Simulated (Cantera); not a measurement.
Charge: 1 mol CH4, a varied amount of H2O, at 927 °C and 20.0 mbar.

Equilibrium computed with Cantera from the NASA thermochemical tables; the gas is ideal and each condensed phase is pure. Candidate condensed phases: C, C6H6, C7H8, C8H18, H2O; 110 gas species. Equilibrium is a limit: real reactors are often held back by kinetics, nucleation or transport.

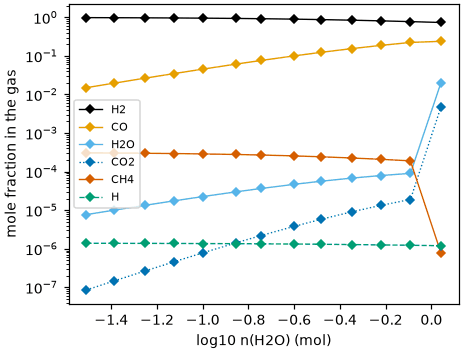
*Equilibrium gas composition (values under 1e-9 drawn at 1e-9)*

From 0.031 mol H2O to 0.81 mol H2O the condensed part is C(graphite). At 1.1 mol H2O nothing is condensed. The main C-bearing gas is CO throughout. The share of C in condensed phases is highest at 0.031 mol H2O (96.8 %) and lowest at 1.1 mol H2O (0.0 %).
